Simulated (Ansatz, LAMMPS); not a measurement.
# Charge trapping in amorphous 59Ga2O3-41P2O5 (mol %) (64 atoms), part 4 of 4

Aim: add and remove one electron in amorphous 59Ga2O3-41P2O5 (mol %) (64 atoms), with atoms held and relaxed, and read trapping energy and localisation.

Ansatz 0.2.0; Kohn-Sham DFT, PBE, PAW (set soft_1), plane waves.

The cell: 13 Ga, 9 P and 42 O. The quench rate of 100 K/ps is many orders above laboratory rates. The network of bonds at the start is that of the classical potential that made the cell. Only the Γ point is sampled, in a cell whose shortest periodic width is 9 Å.

So far. Step 8 (Neutral at the geometry of the electron): Neutral at the geometry of the electron: the energy stands 0.0939 eV above that of the reference. Step 9 (An extra hole, atoms held): An extra hole, atoms held: the energy stands 4.52 eV below that of the reference, with a moment of 1.00 μB.

**10. An extra hole, atoms relaxed**

The atoms now respond to the charge; the energy gained comes from screening by the atoms, from trapping if the charge localises, and from any strain left in the reference.

File input.yaml:

```yaml
crystal:
  lattice:
    - [9.20781, 0.0, 0.0]
    - [0.0, 9.20781, 0.0]
    - [0.0, 0.0, 9.20781]
  atoms:
    [... the 64 atom lines of step 4 ...]
total_charge: 1
kpoints:
  mp_grid: { grid: [1, 1, 1] }
hamiltonian:
  xc: pbe
  pseudopotentials: { kind: paw, azcp: { folder: soft_1 } }
scf:
  occupations: { method: fermi_dirac, width: 0.01 }
  lower_state_search: "off"
output:
  forces: true
magnetization:
  spin_polarized: true
  initial_magnetization: 1
relax:
  f_tol: 0.05
  max_steps: 90
```

Run with:

```
ansatz run input.yaml --threads 4 --pin off --max-ram 8192MiB --backend cpu --events-out ev --progress --plain --runs-dir out
```

Numbers of over 12 decimals in the logs are rounded to 6 here.

Output:

```text
[...]
Crystal: 64 atoms, lattice volume = 780.673 Å³
Basis set: ecut = 420 eV, 15275 PW (Γ), exchange–correlation on 128×128×128 points (8 copies of the dense FFT grid, shifted against one another)
Bands: 297, of which v1, the nominal top of the filled ones, is band 233 counted from 1 (232 counted from 0)
Symmetry: 1 space group operations
[...]
k-points: 1
[...]
Starting moments: Σ|m| = 1 μB on 64 of 64 sites
[...]
SCF iter   1: F=—  HF=-79870.046354 eV  |F-HF|=—  |Δ(HF+E_count)|=         —  Δρ=6.60e-2 (↑6.40e-2 ↓6.60e-2)  dr2=1.03e2  dr2_m=1.32e-1  M=0.600 μB ∫|m|=0.664 μB  β_m=0.30  ethr=3.10e-3  ⟨swp⟩=6.0  Hψ=2570  notcnv=0  defer=52
[...]
SCF iter   4: F=—  HF=-79836.859104 eV  |F-HF|=—  |Δ(HF+E_count)|=    1.73e0  Δρ=1.45e-2 (↑1.20e-2 ↓1.45e-2)  dr2=5.47e0  dr2_m=4.34e-2  M=0.312 μB ∫|m|=0.408 μB  β_m=0.30  ethr=1.90e-3  ⟨swp⟩=2.0  Hψ=590  notcnv=0  defer=118
[...]
SCF iter   8: F=—  HF=-79835.930438 eV  |F-HF|=—  |Δ(HF+E_count)|=   4.49e-2  Δρ=5.35e-3 (↑2.69e-3 ↓5.35e-3)  dr2=5.20e-1  dr2_m=3.95e-2  M=0.957 μB ∫|m|=1.034 μB  β_m=0.30  ethr=1.50e-4  ⟨swp⟩=2.5  Hψ=640  notcnv=0  defer=118
[...]
SCF iter  10: F=—  HF=-79835.917187 eV  |F-HF|=—  |Δ(HF+E_count)|=   5.52e-3  Δρ=2.75e-3 (↑1.55e-3 ↓2.75e-3)  dr2=2.48e-1  dr2_m=9.61e-3  M=1.000 μB ∫|m|=1.090 μB  β_m=0.48  ethr=5.09e-5  ⟨swp⟩=2.0  Hψ=688  notcnv=0  defer=118
[...]
SCF iter  26: F=-79835.915173 eV  HF=-79835.915198 eV  |F-HF|=2.56e-5  |Δ(HF+E_count)|=   3.91e-6  Δρ=4.14e-5 (↑5.71e-6 ↓4.14e-5)  dr2=3.02e-5  dr2_m=2.95e-6  M=1.000 μB ∫|m|=1.119 μB  β_m=0.43  ethr=6.37e-9  ⟨swp⟩=1.0  Hψ=1475  notcnv=0
SCF iter  27: F=-79835.915193 eV  HF=-79835.915198 eV  |F-HF|=4.01e-6  |Δ(HF+E_count)|=   9.18e-7  Δρ=1.28e-5 (↑4.86e-6 ↓1.28e-5)  dr2=5.51e-6  dr2_m=2.56e-7  M=1.000 μB ∫|m|=1.119 μB  ethr=6.37e-9  ⟨swp⟩=1.5  Hψ=1112  notcnv=0
SCF 1 converged in 27 iterations: F = -79835.915193 eV  dr2 = 5.51e-6
[...]
relax step   1: F+E_penalty+E_count = -79835.91519350 eV  Δ(F+E_penalty+E_count) = +0.000e0 eV  max|allowed force component| = 5.155e-1 eV/Å  Δτ_max = 0.0000 Å  (27 SCF iters, dr2 threshold 6.25e-5 eV, accepted)
[... from here on, the SCF cycles and remarks between the steps are left out ...]
relax step   2: F+E_penalty+E_count = -79835.94831414 eV  Δ(F+E_penalty+E_count) = -3.312e-2 eV  max|allowed force component| = 3.827e-1 eV/Å  Δτ_max = 0.0175 Å  (14 SCF iters, dr2 threshold 1.66e-5 eV, accepted)
relax step   3: F+E_penalty+E_count = -79835.99224626 eV  Δ(F+E_penalty+E_count) = -4.393e-2 eV  max|allowed force component| = 2.652e-1 eV/Å  Δτ_max = 0.0525 Å  (15 SCF iters, dr2 threshold 9.16e-6 eV, accepted)
relax step   4: F+E_penalty+E_count = -79836.01943020 eV  Δ(F+E_penalty+E_count) = -2.718e-2 eV  max|allowed force component| = 3.365e-1 eV/Å  Δτ_max = 0.2000 Å  (13 SCF iters, dr2 threshold 3.37e-5 eV, accepted)
relax step   5: F+E_penalty+E_count = -79836.04924280 eV  Δ(F+E_penalty+E_count) = -2.981e-2 eV  max|allowed force component| = 1.768e-1 eV/Å  Δτ_max = 0.0441 Å  (10 SCF iters, dr2 threshold 5.44e-5 eV, accepted)
relax step   6: F+E_penalty+E_count = -79835.99382632 eV  Δ(F+E_penalty+E_count) = +5.542e-2 eV  max|allowed force component| = 6.441e-1 eV/Å  Δτ_max = 0.2000 Å  (9 SCF iters, dr2 threshold 8.62e-6 eV, rejected (line search))
relax step   7: F+E_penalty+E_count = -79836.07371212 eV  Δ(F+E_penalty+E_count) = -2.447e-2 eV  max|allowed force component| = 1.541e-1 eV/Å  Δτ_max = 0.0595 Å  (14 SCF iters, accepted)
relax step   8: F+E_penalty+E_count = -79836.07363988 eV  Δ(F+E_penalty+E_count) = +7.224e-5 eV  max|allowed force component| = 1.909e-1 eV/Å  Δτ_max = 0.0974 Å  (9 SCF iters, dr2 threshold 6.55e-6 eV, rejected (line search))
relax step   9: F+E_penalty+E_count = -79836.08217827 eV  Δ(F+E_penalty+E_count) = -8.466e-3 eV  max|allowed force component| = 7.768e-2 eV/Å  Δτ_max = 0.0487 Å  (11 SCF iters, accepted)
relax step  10: F+E_penalty+E_count = -79836.08714904 eV  Δ(F+E_penalty+E_count) = -4.971e-3 eV  max|allowed force component| = 1.094e-1 eV/Å  Δτ_max = 0.0487 Å  (11 SCF iters, accepted)
relax step  11: F+E_penalty+E_count = -79836.08979720 eV  Δ(F+E_penalty+E_count) = -2.648e-3 eV  max|allowed force component| = 1.247e-1 eV/Å  Δτ_max = 0.0530 Å  (9 SCF iters, dr2 threshold 3.04e-6 eV, accepted)
relax step  12: F+E_penalty+E_count = -79836.08454840 eV  Δ(F+E_penalty+E_count) = +5.249e-3 eV  max|allowed force component| = 3.884e-1 eV/Å  Δτ_max = 0.1125 Å  (9 SCF iters, dr2 threshold 1.55e-5 eV, rejected (line search))
relax step  13: F+E_penalty+E_count = -79836.10130243 eV  Δ(F+E_penalty+E_count) = -1.151e-2 eV  max|allowed force component| = 9.053e-2 eV/Å  Δτ_max = 0.0563 Å  (11 SCF iters, accepted)
relax step  14: F+E_penalty+E_count = -79836.11054528 eV  Δ(F+E_penalty+E_count) = -9.243e-3 eV  max|allowed force component| = 9.004e-2 eV/Å  Δτ_max = 0.0543 Å  (9 SCF iters, dr2 threshold 4.32e-6 eV, accepted)
relax step  15: F+E_penalty+E_count = -79836.11804582 eV  Δ(F+E_penalty+E_count) = -7.501e-3 eV  max|allowed force component| = 8.904e-2 eV/Å  Δτ_max = 0.0844 Å  (9 SCF iters, dr2 threshold 4.27e-6 eV, accepted)
relax step  16: F+E_penalty+E_count = -79836.12038320 eV  Δ(F+E_penalty+E_count) = -2.337e-3 eV  max|allowed force component| = 1.022e-1 eV/Å  Δτ_max = 0.0614 Å  (9 SCF iters, dr2 threshold 7.75e-6 eV, accepted)
relax step  17: F+E_penalty+E_count = -79836.12339699 eV  Δ(F+E_penalty+E_count) = -3.014e-3 eV  max|allowed force component| = 8.248e-2 eV/Å  Δτ_max = 0.0187 Å  (7 SCF iters, dr2 threshold 1.02e-5 eV, accepted)
relax step  18: F+E_penalty+E_count = -79836.08552287 eV  Δ(F+E_penalty+E_count) = +3.787e-2 eV  max|allowed force component| = 2.857e-1 eV/Å  Δτ_max = 0.1392 Å  (10 SCF iters, dr2 threshold 4.43e-6 eV, rejected (line search))
relax step  19: F+E_penalty+E_count = -79836.12635399 eV  Δ(F+E_penalty+E_count) = -2.957e-3 eV  max|allowed force component| = 7.131e-2 eV/Å  Δτ_max = 0.0509 Å  (12 SCF iters, accepted)
relax step  20: F+E_penalty+E_count = -79836.12622609 eV  Δ(F+E_penalty+E_count) = +1.279e-4 eV  max|allowed force component| = 9.947e-2 eV/Å  Δτ_max = 0.0216 Å  (8 SCF iters, dr2 threshold 3.31e-6 eV, rejected (line search))
relax step  21: F+E_penalty+E_count = -79836.12770687 eV  Δ(F+E_penalty+E_count) = -1.353e-3 eV  max|allowed force component| = 1.786e-2 eV/Å  Δτ_max = 0.0108 Å  (10 SCF iters, accepted)
SCF converged after 10 iterations
Magnetization: 1.0000 μB (233.0000 up, 232.0000 down)
Absolute magnetization: 1.1154 μB (∫|ρ↑−ρ↓|, with the PAW one-centre terms)
[...]
Per-site moments (μB) at R_I (Å): [(2.1929474300384835e-5, 0.740159), (0.00121817, 0.772516), (0.00256103, 0.774261), (5.750101976338406e-5, 0.755362), (-8.593524753129261e-6, 0.780559), [...]
Free energy (F): -79836.127707 eV
[...]
Internal energy: -79836.127707 eV  (E = F + TS)
E sigma→0 (E₀):  -79836.127707 eV
Fermi energy:    4.757458 eV
[...]
Σ components = -79836.127707   (vs F -79836.127707, Δ=0.00e0)
--- Forces (eV/Å), atoms counted from 1 ---
  atom   1  Ga    -0.00331630    -0.00491208     0.00531688
  atom   2  Ga     0.01336417     0.00338469    -0.00126990
  atom   3  Ga     0.00514735    -0.00107526    -0.00411347
  atom   4  Ga     0.00464749     0.00099768     0.00000985
[...]
atom  64  O     -0.00195151    -0.00947667     0.00127828
  max |Σ_I F_I| component: 3.17e-5 eV/Å
--- Relaxed structure (21 steps of the walk, 16 accepted, 0 SCFs on fresh bases) ---
  F+E_penalty+E_count = -79836.12770687 eV   max|allowed force component| = 1.786e-2 eV/Å
  atoms:
    - { symbol: Ga, position: [0.453768, 0.254092, 0.917686] }
    - { symbol: Ga, position: [0.980565, 0.888369, 0.896590] }
    - { symbol: Ga, position: [0.048961, 0.893081, 0.267764] }
    - { symbol: Ga, position: [0.925014, 0.053774, 0.585325] }
[...]
- { symbol: O, position: [0.863533, 0.839259, 0.349720] }
```

It took 4.7 min on 4 threads of Arm Neoverse V2, shared host; peak memory 1.5 GiB; 18 min of CPU time.

The relaxation converged after 21 steps, 0.213 eV below its start, with a largest force component of 0.018 eV/Å.

An extra hole, atoms relaxed: the energy stands 4.73 eV below that of the reference, with a moment of 1.00 μB.

**11. An extra hole, levels at the relaxed geometry**

A single point at the new geometry gives levels and spin density.

input.yaml, the sections that differ from step 10:

```yaml
crystal:
  lattice:
    - [9.20781, 0.0, 0.0]
    - [0.0, 9.20781, 0.0]
    - [0.0, 0.0, 9.20781]
  atoms:
    - { symbol: Ga, position: [0.45377, 0.25409, 0.91769] }
    - { symbol: Ga, position: [0.98056, 0.88837, 0.89659] }
    - { symbol: Ga, position: [0.04896, 0.89308, 0.26776] }
    - { symbol: Ga, position: [0.92501, 0.05377, 0.58533] }
    - { symbol: Ga, position: [0.58972, 0.94195, 0.34629] }
    - { symbol: Ga, position: [0.946, 0.61345, 0.05792] }
    [... 52 atom lines left out ...]
    - { symbol: O, position: [0.3867, 0.66449, 0.57384] }
    - { symbol: O, position: [0.14576, 0.00702, 0.89675] }
    - { symbol: O, position: [0.76586, 0.46346, 0.96461] }
    - { symbol: O, position: [0.10215, 0.49905, 0.11661] }
    - { symbol: O, position: [0.21544, 0.39582, 0.70827] }
    - { symbol: O, position: [0.86353, 0.83926, 0.34972] }
output:
  forces: true
  stress: true
  populations: true
  dos:
    method: { smearing: { sigma: 0.08 } }
    de: 0.1
    projected: { site_lists: { Ga: [Ga], O: [O], P: [P] } }
  eigenvalues: true
  write_density: true
  write_potential: true
  volumetric_format: npy
# total_charge, kpoints, hamiltonian, scf, magnetization: as in step 10
# relax: removed
```

Output:

```text
[...]
Crystal: 64 atoms, lattice volume = 780.673 Å³
Basis set: ecut = 420 eV, 15275 PW (Γ), exchange–correlation on 128×128×128 points (8 copies of the dense FFT grid, shifted against one another)
Bands: 297, of which v1, the nominal top of the filled ones, is band 233 counted from 1 (232 counted from 0)
Symmetry: 1 space group operations
[...]
k-points: 1
[...]
Starting moments: Σ|m| = 1 μB on 64 of 64 sites
[...]
SCF iter   1: F=—  HF=-79870.550750 eV  |F-HF|=—  |Δ(HF+E_count)|=         —  Δρ=6.72e-2 (↑6.40e-2 ↓6.72e-2)  dr2=1.04e2  dr2_m=2.48e-1  M=0.517 μB ∫|m|=0.588 μB  β_m=0.30  ethr=3.10e-3  ⟨swp⟩=6.0  Hψ=2572  notcnv=0  defer=56
[...]
SCF iter   3: F=—  HF=-79837.762292 eV  |F-HF|=—  |Δ(HF+E_count)|=    1.06e1  Δρ=1.80e-2 (↑1.59e-2 ↓1.80e-2)  dr2=5.40e0  dr2_m=2.25e-1  M=1.000 μB ∫|m|=1.055 μB  β_m=0.30  ethr=3.10e-3  ⟨swp⟩=3.0  Hψ=1086  notcnv=0  defer=118
[...]
SCF iter   7: F=—  HF=-79836.099044 eV  |F-HF|=—  |Δ(HF+E_count)|=   5.71e-2  Δρ=2.04e-3 (↑2.04e-3 ↓1.97e-3)  dr2=3.31e-2  dr2_m=1.75e-2  M=1.000 μB ∫|m|=1.088 μB  β_m=0.30  ethr=2.39e-5  ⟨swp⟩=7.0  Hψ=1174  notcnv=0  defer=112
[...]
SCF iter   9: F=—  HF=-79836.127535 eV  |F-HF|=—  |Δ(HF+E_count)|=   1.82e-2  Δρ=9.09e-4 (↑4.13e-4 ↓9.09e-4)  dr2=1.26e-2  dr2_m=1.02e-3  M=1.000 μB ∫|m|=1.112 μB  β_m=0.55  ethr=4.28e-6  ⟨swp⟩=3.0  Hψ=965  notcnv=0  defer=112
[...]
SCF iter  17: F=-79836.127707 eV  HF=-79836.127707 eV  |F-HF|=7.65e-8  |Δ(HF+E_count)|=   1.95e-8  Δρ=2.33e-6 (↑1.65e-6 ↓2.33e-6)  dr2=9.28e-8  dr2_m=3.70e-9  M=1.000 μB ∫|m|=1.115 μB  β_m=0.68  ethr=2.15e-11  ⟨swp⟩=23.0  Hψ=5482  notcnv=0
SCF iter  18: F=-79836.127707 eV  HF=-79836.127707 eV  |F-HF|=2.46e-9  |Δ(HF+E_count)|=   1.62e-8  Δρ=6.68e-7 (↑4.12e-7 ↓6.68e-7)  dr2=5.97e-9  dr2_m=6.14e-10  M=1.000 μB ∫|m|=1.115 μB  ethr=2.00e-11  ⟨swp⟩=9.0  Hψ=3675  notcnv=0
SCF 1 converged in 18 iterations: F = -79836.127707 eV  dr2 = 5.97e-9
[...]
SCF converged after 18 iterations
Magnetization: 1.0000 μB (233.0000 up, 232.0000 down)
Absolute magnetization: 1.1154 μB (∫|ρ↑−ρ↓|, with the PAW one-centre terms)
[...]
Per-site moments (μB) at R_I (Å): [(2.192257099620802e-5, 0.740150), (0.00121831, 0.772533), (0.00256196, 0.774258), (5.749463817578272e-5, 0.755333), (-8.59047795012551e-6, 0.780559), [...]
Free energy (F): -79836.127707 eV
[...]
Internal energy: -79836.127707 eV  (E = F + TS)
E sigma→0 (E₀):  -79836.127707 eV
Fermi energy:    4.757437 eV
[...]
Σ components = -79836.127707   (vs F -79836.127707, Δ=0.00e0)
--- Forces (eV/Å), atoms counted from 1 ---
  atom   1  Ga    -0.00247944    -0.00423842     0.00416725
  atom   2  Ga     0.01379001     0.00351572    -0.00129772
  atom   3  Ga     0.00524594    -0.00101315    -0.00309415
  atom   4  Ga     0.00554733     0.00204150    -0.00105736
[...]
atom  64  O     -0.00205761    -0.01018248     0.00121347
  max |Σ_I F_I| component: 7.88e-6 eV/Å
--- Stress (GPa, compression-positive) ---
        2.049339      -1.149364       0.686160
       -1.149362       0.378288       2.210958
        0.686159       2.210956       4.189894
  P = ⅓ Tr σ = 2.2058 GPa (22.058 kbar)
--- Band table (eV) ---
[...]
--- Löwdin populations: 64 sites ---
  site symbol       q [e]    m [muB]
     0     Ga     11.8227    -0.0002
     1     Ga     11.8982    -0.0023
     2     Ga     11.8860    -0.0060
[...]
63      O      6.6980    -0.0005
  spilling = 0.008663 (of n_electrons = 465.000000)
```

The job ended after 28 s (4 threads; peak memory 1.5 GiB).

An extra hole, levels at the relaxed geometry: the energy stands 4.73 eV below that of the reference, with a moment of 1.00 μB.

A closer look about O46, which holds the most spin: 12 atoms, nearest first, numbered in the order of the input, with positions taken from that point.

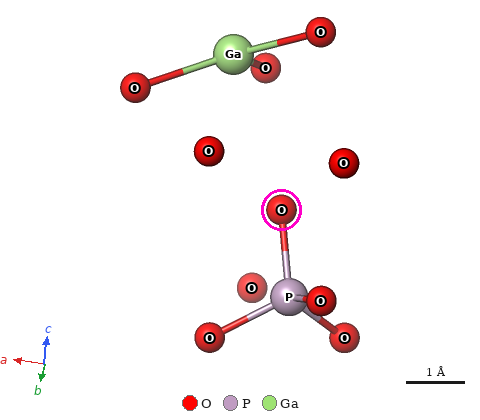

The atoms of the table, within 3.9 Å (arrows a, b, c point along x, y, z); some may hide others; the central atom is ringed.

| atom | x | y | z | distance (Å) | Löwdin charge (e) | moment (μB) |
| --- | --- | --- | --- | --- | --- | --- |
| O46 | 0.00 | 0.00 | 0.00 | 0.00 | -0.53 | 0.35 |
| P16 | -0.35 | 0.96 | -1.15 | 1.54 | 2.13 | -0.01 |
| O32 | -0.97 | 2.19 | -0.44 | 2.43 | -0.62 | 0.21 |
| O28 | 0.93 | 1.38 | -1.93 | 2.55 | -0.69 | 0.03 |
| O62 | -1.35 | 0.34 | -2.17 | 2.58 | -0.68 | 0.03 |
| Ga8 | 1.19 | -1.26 | 2.23 | 2.82 | 1.17 | 0.00 |
| O59 | 1.27 | 1.87 | 2.04 | 3.04 | -0.68 | 0.00 |
| O26 | 0.68 | -2.75 | 1.18 | 3.07 | -0.68 | 0.00 |
| O63 | -0.31 | -0.61 | 3.28 | 3.35 | -0.69 | 0.00 |
| O53 | 2.77 | -0.27 | 1.87 | 3.35 | -0.66 | 0.00 |
| O49 | -1.10 | 2.24 | 2.38 | 3.45 | -0.68 | 0.01 |
| O41 | 0.47 | -2.42 | -3.02 | 3.90 | -0.68 | 0.00 |

The distance from O46 to Ga8 changes most, from 1.96 Å in the neutral cell to 2.82 Å.

The levels nearest the highest filled one (over half full), pooled over k-points and spins:

| level less the highest filled one (eV) | occupation |
| --- | --- |
| -0.156 | 1 |
| -0.131 | 1 |
| -0.130 | 1 |
| 0 | 1 |
| 0.387 | 0 |
| 2.83 | 0 |
| 2.84 | 0 |
| 4.46 | 0 |

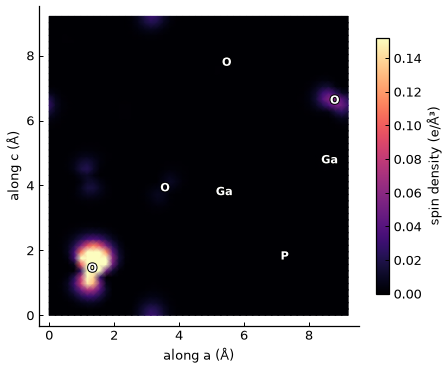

Spin density in the ac plane at fractional y = 0.678, with atoms of Ga and P and O within 0.2 Å of it. The map starts off the cell's origin, so that atoms lie inside it.

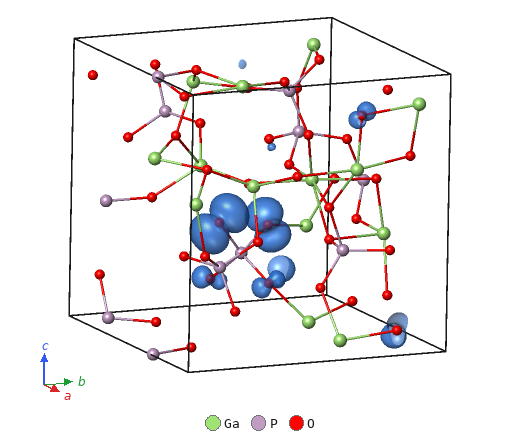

Surface of spin density = 0.036 e/Å³, which holds about 70 % of the integral of its size. Bonds to atoms that aren't drawn are left out.

**12. Neutral at the geometry of the hole**

The neutral cell at the new geometry gives the energy of that geometry without the charge.

Input and log are left out; they have the form of those shown for this kind of step.

Wall time 11 s (4 threads of Arm Neoverse V2, shared host); peak memory 0.97 GiB; 42 s of CPU time.

Neutral at the geometry of the hole: the energy stands 1.00 eV above that of the reference.

**13. Energies and spread of the extra charge**

Energies are differences within one cell and functional; the shift is the gain plus the neutral cell's energy at the new geometry, that is how much cheaper the vertical process becomes there. The spread is the participation number of the site moments (1/Σw², over the spin inside atomic spheres), with the atom that holds the largest share and the spin that the spheres hold in all.

| carrier | charged less neutral, atoms held (eV) | gain on relaxing (eV) | neutral cell at that geometry, less the reference (eV) | shift of the vertical energy (eV) | spread, atoms held | spread, relaxed |
| --- | --- | --- | --- | --- | --- | --- |
| electron | 7.406 | 0.071 | 0.094 | 0.165 | 45; Ga8 5 % of 0.37 μB | 39; Ga12 6 % of 0.39 μB |
| hole | -4.516 | 0.213 | 1.001 | 1.214 | 20; O32 9 % of 0.80 μB | 3; O46 45 % of 0.77 μB |

**14. Findings**

The extra electron gains 0.071 eV as the atoms relax, and its spin goes from about 45 to 39 atoms: it stays spread out at this level. With the atoms held, the spheres hold only 0.37 of the 0.98 μB, so the spread is read from a small part of the spin. The extra hole gains 0.21 eV as the atoms relax, and its spin goes from about 20 to 3 atoms: the atoms trap it, with the largest share on O46. The O46–Ga8 distance goes from 1.96 to 2.82 Å. Adding the two vertical energies gives 2.89 eV, against a gap of 2.72 eV in the neutral cell. The zero of the potential cancels in this sum; the excess isn't taken apart here: charging of a small cell, filling of bands on a coarse mesh and the attraction to the background can all enter.

Caveats: Single energies of charged cells hang on the program's zero of potential. In the spin-polarised runs the search for a state of lower energy was switched off. No distortion was seeded, so a trapped state behind a barrier can't be found. Local and semilocal functionals favour spread-out charges, so trapping can be missed. Charged cells carry a uniform background, with no correction for images.

The DFT runs together took 9.4 min of wall time.

[Logs are printed without paths, hosts, clocks, repeated set-up lines and the standing remarks that a program may print on its own settings, such as how far it seeks lower states.]

[Hosts, paths, dates, database ids (printed as entryN), source tags and the programs' standing remarks are cut or masked in the printed files.]
